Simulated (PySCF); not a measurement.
# C$_{4}$H$_{5}$ClO$_{2}$Si (SMILES [SiH3]Oc1ccc(Cl)o1): what the fields show

```xyz
13

Si    2.5102    0.4102   -0.0250
O     1.2958   -0.6857   -0.2423
C     0.0051   -0.4584   -0.1169
C    -1.0617   -1.2917   -0.2597
C    -2.2157   -0.4989   -0.0099
C    -1.7556    0.7479    0.2636
Cl   -2.5682    2.1886    0.6503
O    -0.4014    0.7935    0.2041
H     2.3442    1.5264   -0.9529
H     3.6175   -0.4765   -0.3413
H     2.4942    0.8925    1.3542
H    -1.0322   -2.3306   -0.5095
H    -3.2366   -0.8168   -0.0324
```

Geometry: GFN2-xTB.

All numbers below come from PySCF 2.14.0, PBE0/pcSseg-1, SCF density, gas phase, non-relativistic.

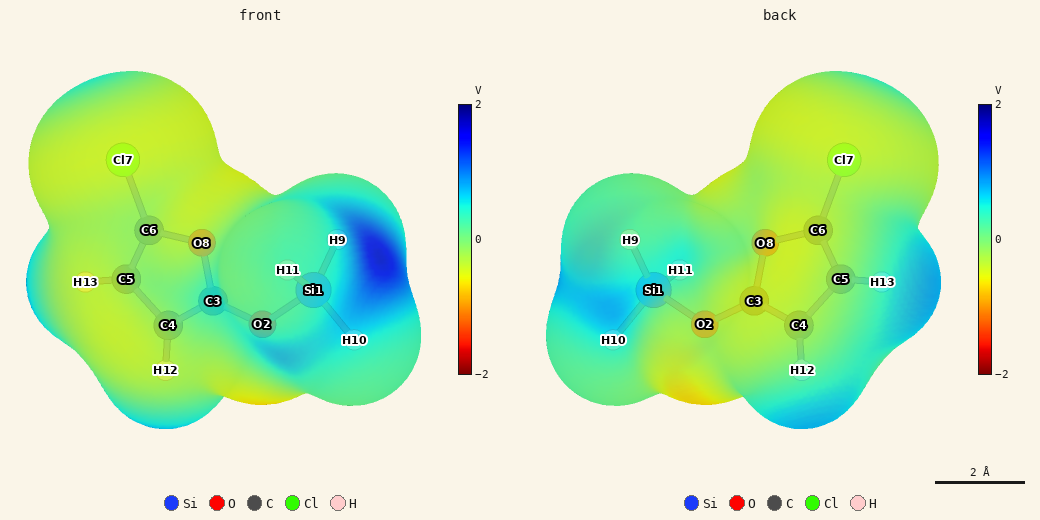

Figure 1. The molecular electrostatic potential painted on the density surface at 0.001 e/bohr³, seen from the front and from behind; red is negative and blue positive.

Where is the surface potential most negative and most positive?

The most negative region (about −0.7 V, or −16 kcal/mol for a unit charge) lies over O2, the most positive (about +1.6 V, or +37 kcal/mol for a unit charge) over Si1. Cl7 shows a σ-hole: about +0.4 V, or +9 kcal/mol for a unit charge at the tip opposite its bond, against about −0.4 V, or −9 kcal/mol for a unit charge on its flanks.

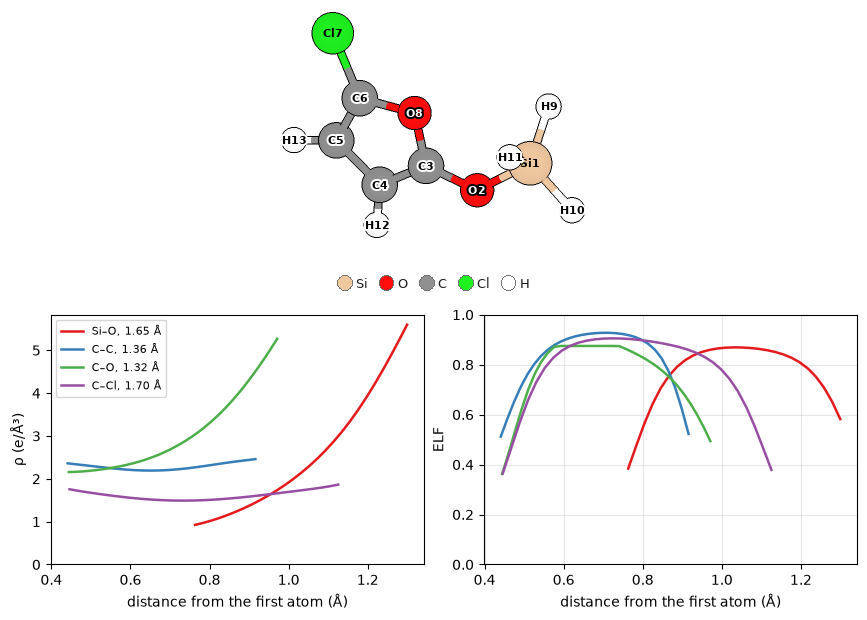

Figure 2. Total electron density and electron localisation function along straight lines between neighbouring atoms. The curves leave out the atomic cores. The structure is drawn too.

What kind of bonding do the profiles show?

Si–O (1.65 Å): the density is about 1.1 e/Å³ at the midpoint; the ELF peaks at about 0.85 between the atoms, as expected for a shared but strongly polarised pair.
C–C (1.36 Å): ρ is about 2.2 e/Å³ halfway; the ELF peaks at about 0.95 between the atoms, as expected for localised, covalent bonding.
C–O (1.32 Å): ρ is about 2.5 e/Å³ halfway; the ELF peaks at about 0.85 between the atoms: a shared but strongly polarised pair.
C–Cl (1.70 Å): ρ is about 1.5 e/Å³ halfway; the ELF peaks at about 0.90 between the atoms: a covalent bond.
